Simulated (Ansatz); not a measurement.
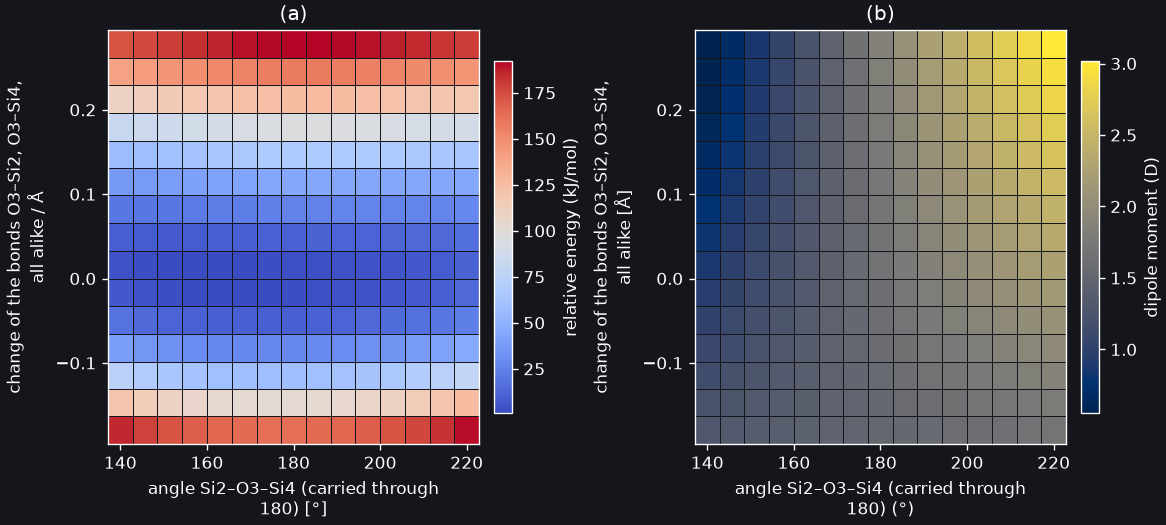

FH₄OSi₂, SMILES F[SiH2]O[SiH2], spin multiplicity 2. Coordinates scanned: (1) angle Si2–O3–Si4 (carried through 180); (2) change of the bonds O3–Si2, O3–Si4, all alike. Nothing is relaxed (all other coordinates rigid). The grid has 15 × 15 points. Points are written as (first, second). All energies are given in kJ/mol relative to the relaxed molecule at the same level. Theory: Ansatz, UHF/def2-SVP.

Panel (a) is the energy; panel (b) is the computed dipole moment, in D.

The picture shows one coloured cell a grid point.

How does the dipole moment vary over the map, and what is it at the lowest grid point?

Leaving out the highest fifth of the energies, it runs from 0.59 D at (140.0°, 0.213 Å) to 2.84 D at (220.0°, 0.213 Å). At the lowest grid point, (157.1°, 0.016 Å), it is 1.21 D.

| second ↓, first → | 140.0 | 145.7 | 151.4 | 157.1 | 162.9 | 168.6 | 174.3 | 180.0 | 185.7 | 191.4 | 197.1 | 202.9 | 208.6 | 214.3 | 220.0 |
| --- | --- | --- | --- | --- | --- | --- | --- | --- | --- | --- | --- | --- | --- | --- | --- |
| 0.278 | 0.55 | 0.69 | 0.86 | 1.04 | 1.24 | 1.44 | 1.65 | 1.85 | 2.05 | 2.24 | 2.42 | 2.59 | 2.75 | 2.89 | 3.02 |
| 0.245 | 0.57 | 0.71 | 0.88 | 1.06 | 1.25 | 1.44 | 1.63 | 1.82 | 2.01 | 2.19 | 2.36 | 2.53 | 2.67 | 2.81 | 2.93 |
| 0.213 | 0.59 | 0.74 | 0.90 | 1.07 | 1.26 | 1.44 | 1.62 | 1.80 | 1.98 | 2.15 | 2.31 | 2.46 | 2.60 | 2.72 | 2.84 |
| 0.180 | 0.62 | 0.77 | 0.93 | 1.09 | 1.26 | 1.44 | 1.61 | 1.78 | 1.94 | 2.10 | 2.25 | 2.39 | 2.52 | 2.64 | 2.74 |
| 0.147 | 0.66 | 0.80 | 0.96 | 1.11 | 1.27 | 1.43 | 1.59 | 1.75 | 1.90 | 2.05 | 2.19 | 2.32 | 2.44 | 2.55 | 2.65 |
| 0.115 | 0.71 | 0.84 | 0.99 | 1.13 | 1.28 | 1.43 | 1.58 | 1.73 | 1.87 | 2.00 | 2.13 | 2.25 | 2.36 | 2.46 | 2.55 |
| 0.082 | 0.76 | 0.89 | 1.02 | 1.16 | 1.30 | 1.43 | 1.57 | 1.70 | 1.83 | 1.95 | 2.07 | 2.18 | 2.28 | 2.37 | 2.45 |
| 0.049 | 0.82 | 0.94 | 1.06 | 1.18 | 1.31 | 1.44 | 1.56 | 1.68 | 1.79 | 1.91 | 2.01 | 2.11 | 2.20 | 2.28 | 2.35 |
| 0.016 | 0.88 | 0.99 | 1.10 | 1.21 | 1.33 | 1.44 | 1.55 | 1.65 | 1.76 | 1.86 | 1.95 | 2.04 | 2.12 | 2.19 | 2.25 |
| −0.016 | 0.94 | 1.04 | 1.14 | 1.24 | 1.34 | 1.44 | 1.54 | 1.63 | 1.72 | 1.81 | 1.89 | 1.97 | 2.04 | 2.10 | 2.16 |
| −0.049 | 1.01 | 1.10 | 1.18 | 1.27 | 1.36 | 1.44 | 1.52 | 1.61 | 1.68 | 1.76 | 1.83 | 1.90 | 1.96 | 2.01 | 2.06 |
| −0.082 | 1.08 | 1.15 | 1.23 | 1.30 | 1.37 | 1.44 | 1.51 | 1.58 | 1.65 | 1.71 | 1.77 | 1.82 | 1.87 | 1.92 | 1.96 |
| −0.115 | 1.15 | 1.21 | 1.27 | 1.33 | 1.39 | 1.45 | 1.50 | 1.56 | 1.61 | 1.66 | 1.71 | 1.75 | 1.79 | 1.83 | 1.87 |
| −0.147 | 1.22 | 1.27 | 1.31 | 1.36 | 1.40 | 1.45 | 1.49 | 1.53 | 1.57 | 1.61 | 1.65 | 1.68 | 1.72 | 1.75 | 1.78 |
| −0.180 | 1.30 | 1.33 | 1.36 | 1.39 | 1.42 | 1.45 | 1.48 | 1.51 | 1.53 | 1.56 | 1.59 | 1.61 | 1.64 | 1.66 | 1.69 |
